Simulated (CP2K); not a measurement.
Band structure of NiS (R3m, 6 atoms in the cell).

```
NiS
1.0
    5.62784     0.00000     0.00000
   -2.52000     5.03211     0.00000
   -2.52001    -4.08032     2.94503
Ni S
3 3
Cartesian
  1.71202   0.37776   1.16885
 -0.42883   1.69995   1.16885
 -0.42883  -0.69434   1.94266
  3.80826   0.11352   0.35124
 -1.60374   3.45597   0.35124
 -1.60374  -2.59673   2.30740
```

Level of theory: LDA (Pade form), GPW, DZVP-MOLOPT-SR-GTH basis, GTH-PADE potentials (GTH_POTENTIALS) run with CP2K.

Settings: CUTOFF = 600 Ry; REL_CUTOFF = 50 Ry; SMEAR/METHOD = FERMI_DIRAC; ELECTRONIC_TEMPERATURE = 1578.21 K; KPOINTS/SCHEME = MONKHORST-PACK 7 7 7; XC_FUNCTIONAL = PADE; Ni/BASIS_SET = DZVP-MOLOPT-SR-GTH-q18; Ni/POTENTIAL = GTH-PADE-q18; S/BASIS_SET = DZVP-MOLOPT-SR-GTH-q6; S/POTENTIAL = GTH-PADE-q6; METHOD = GPW; EPS_DEFAULT = 1e-10; EXTRAPOLATION = USE_GUESS; NGRIDS = 5.

The starting cell comes from a database of computed structures (which also holds hypothetical and non-ambient phases and stackings), without a prior relaxation at this level. Its lattice was rescaled by a random factor within 2.5 % of one. Spin polarisation is off, so a magnetic state, if there is one, cannot be reached. Values carry the incompleteness of an atom-centred basis.

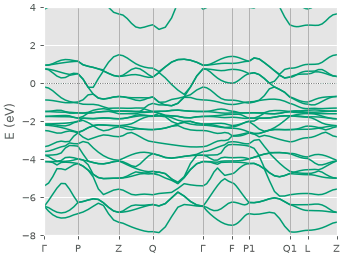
*Bands along the path, energies from the Fermi level.*

Levels in eV from the Fermi level, bands 33 to 38:
| point | 33 | 34 | 35 | 36 | 37 | 38 |
|---|---|---|---|---|---|---|
| Γ | -1.48 | -0.87 | -0.20 | 0.76 | 0.76 | 0.95 |
| P | -1.55 | -1.04 | -0.98 | 0.51 | 0.51 | 1.16 |
| Z | -1.46 | -1.30 | -0.69 | -0.69 | 0.36 | 0.36 |
| Q | -1.48 | -1.06 | -0.72 | -0.72 | 0.33 | 0.33 |
| F | -1.47 | -1.12 | -0.89 | 0.01 | 0.73 | 1.05 |
| P1 | -1.55 | -1.04 | -0.98 | 0.51 | 0.51 | 1.16 |
| Q1 | -1.48 | -1.06 | -0.72 | -0.72 | 0.33 | 0.33 |
| L | -1.42 | -1.33 | -1.10 | -0.98 | 0.49 | 0.64 |

Bands cross the Fermi level along this path, so the cell is metallic at this level.

Higher empty bands are left out: an atom-centred basis made for the valence describes them poorly.
